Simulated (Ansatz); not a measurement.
BH$_{5}$O$_{3}$: several calculations on one system

Part 1: Relaxation

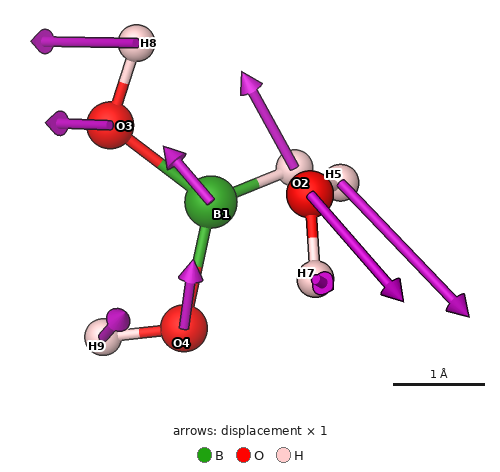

A relaxation of BH$_{5}$O$_{3}$ (started from a transition state, displaced along its imaginary mode). The starting structure is drawn; purple arrows show the displacements, at their true length. The two geometries are superimposed by the best rigid fit.

Style: ball-and-stick. Shown at a tilt.

The calculation used Ansatz, RKS PBE0-D4/def2-TZVP.

Input file:
```yaml
crystal:
  periodic: [false, false, false]
  atoms:
    - {symbol: B, position_ang: [-0.307337, -0.178236, 0.234970]}
    - {symbol: O, position_ang: [1.318605, 0.514990, -0.179359]}
    - {symbol: O, position_ang: [-0.463287, -1.374305, -0.505553]}
    - {symbol: O, position_ang: [-1.162409, 0.886389, -0.157130]}
    - {symbol: H, position_ang: [1.129999, 0.420921, 0.618941]}
    - {symbol: H, position_ang: [0.089233, -0.188730, 1.314394]}
    - {symbol: H, position_ang: [1.098703, 1.405336, -0.516741]}
    - {symbol: H, position_ang: [0.282392, -1.985229, -0.348944]}
    - {symbol: H, position_ang: [-1.985799, 0.498863, -0.460479]}
basis:
  gaussian: {orbitals: def2-TZVP}
hamiltonian: {xc: pbe0, dispersion: d4}
relax: {f_tol: 0.005, max_steps: 200}
```

Q: Describe the change and its energy.

A: H5 moves most after the best rigid fit: 2.16 Å. Largest moves by element: H 2.16 Å, O 1.67 Å, B 0.84 Å. Among the contacts that change: B1–H5 1.604 → 4.178 Å, B1–O2 1.815 → 3.840 Å, O2–H5 0.826 → 0.959 Å, B1–O3 1.415 → 1.358 Å. Bond angles that change, for instance: H5–O2–H7 112.7° → 104.9°, B1–O4–H9 107.5° → 112.8°, O3–B1–O4 115.0° → 118.7°. Groups turn about B1–O4 by about 45°, B1–O3 by about 25°. After 34 accepted moves (38 points after the start) the energy has fallen by 1.932 eV. The largest force component goes from 13 to 0.0024 eV/Å. The line search rejected the trial steps at points 8, 14, 23, 36 of the run. The forces were under the threshold at step 35, but the run went on from there.

Part 2: Relaxation

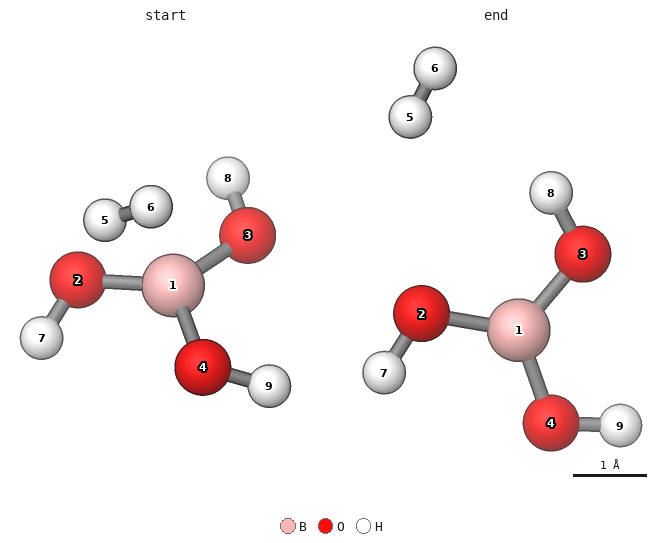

The structure of BH$_{5}$O$_{3}$ (started from a transition state, displaced along its imaginary mode) before (left) and after (right) a relaxation, at one scale.

Style: ball-and-stick. Shown at a tilt.

These are results of Ansatz, RKS PBE0-D4/def2-TZVP, not measurements.

The input:
```yaml
crystal:
  periodic: [false, false, false]
  atoms:
    - {symbol: B, position_ang: [-0.089124, -0.025968, -0.169749]}
    - {symbol: O, position_ang: [1.156061, 0.471622, -0.421386]}
    - {symbol: O, position_ang: [-0.429702, -1.362437, -0.419203]}
    - {symbol: O, position_ang: [-1.160909, 0.869714, -0.140836]}
    - {symbol: H, position_ang: [0.827152, 0.212117, 1.092950]}
    - {symbol: H, position_ang: [0.273373, -0.118644, 1.475620]}
    - {symbol: H, position_ang: [1.135530, 1.425063, -0.607469]}
    - {symbol: H, position_ang: [0.288728, -1.972162, -0.390332]}
    - {symbol: H, position_ang: [-2.001010, 0.500695, -0.419495]}
basis:
  gaussian: {orbitals: def2-TZVP}
hamiltonian: {xc: pbe0, dispersion: d4}
relax: {f_tol: 0.005, max_steps: 200}
```

### Summarise the run.

The atom that moves furthest after the best rigid fit is H6 (2.11 Å). By element the largest moves are H 2.11 Å, O 1.23 Å, B 0.65 Å. Some distances before and after: B1–H6 1.687 → 3.815 Å, B1–H5 1.578 → 3.328 Å, B1–O3 1.402 → 1.365 Å, B1–O4 1.397 → 1.366 Å. Bond angles that change, for instance: O3–B1–O4 115.4° → 120.2°, B1–O3–H8 115.2° → 112.2°, O2–B1–O3 122.5° → 120.0°. Over 44 accepted moves (48 points after the start) the energy falls by 33.9 kcal/mol. Largest force component: 2.7 eV/Å at the start, 0.0022 eV/Å at the end. The line search rejected the trial steps at points 23, 24, 34, 37 of the run. The forces were under the threshold at step 21, but the run went on from there. The run took of the order of 4 core-minutes on a shared host.

Part 3: Reaction

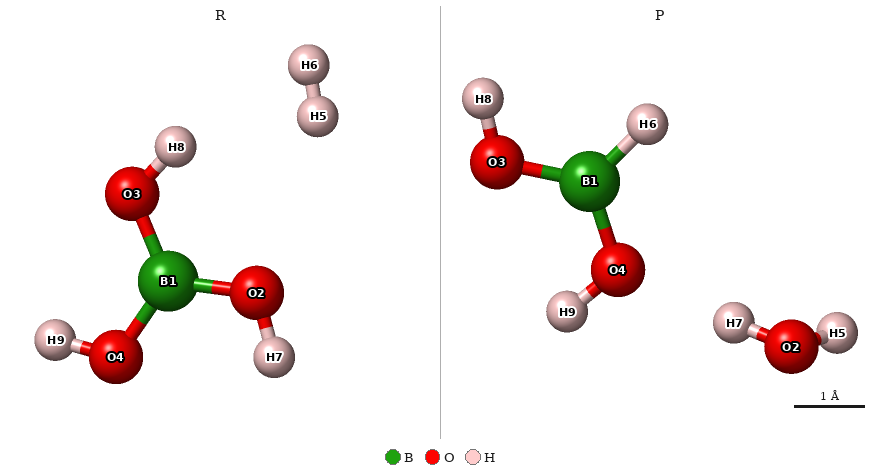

Reactant (R) and product (P) of one elementary step of BH₅O₃. A ball-and-stick model, seen at a tilt.

Stationary points at PBE0-D4/def2-TZVP, single-point energies with CCSD(T)/CBS, CAM-B3LYP-D4, B3LYP-D4, wB97M-V (def2-TZVPP where no basis is named; Ansatz 0.2.0). The energies are electronic, without zero-point or thermal terms, and both ends are the minima reached downhill from the saddle, with any fragments still in contact. CCSD(T)/CBS stands for a frozen-core estimate: MP2 correlation extrapolated from def2-TZVPP and def2-QZVPP, CCSD(T) minus MP2 from the smaller set.

Question: Predict the saddle point between them and the barrier.

Answer: Counted by bonded pieces, R holds BH₃O₃ + H₂ and P holds BH₃O₂ + H₂O. From R over the saddle to P, bonds form: B1–H6 (3.81 → 1.42 → 1.20 Å), O2–H5 (2.72 → 1.20 → 0.96 Å). Bonds break: B1–O2 (1.37 → 1.59 → 3.84 Å), H5–H6 (0.75 → 1.07 → 4.06 Å). The saddle has one imaginary mode, 1398i cm⁻¹. With CCSD(T)/CBS the barrier is 2.50 eV from R and 1.61 eV from P, and P lies 0.88 eV above R.

| level | barrier from R (eV) | barrier from P (eV) | P less R (eV) |
| --- | --- | --- | --- |
| CCSD(T)/CBS | 2.50 | 1.61 | 0.88 |
| CAM-B3LYP-D4 | 2.45 | 1.54 | 0.91 |
| B3LYP-D4 | 2.46 | 1.56 | 0.90 |
| wB97M-V | 2.39 | 1.48 | 0.92 |

Against CCSD(T)/CBS, B3LYP-D4 comes closest on the barrier from R (−0.04 eV) and wB97M-V misses most (−0.10 eV).

The saddle point in the same view, with dashed sticks for the bonds that form or break:

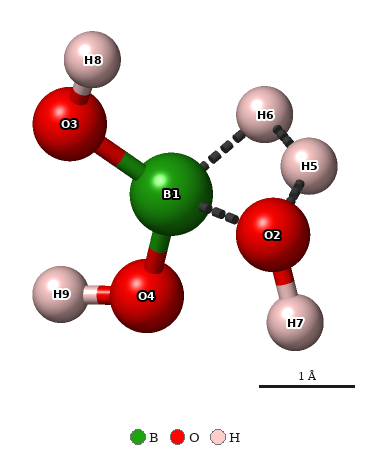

Limits of the set-up: the start holds two separate molecules, 2.2 Å apart at their closest, whose relative position is a soft coordinate.
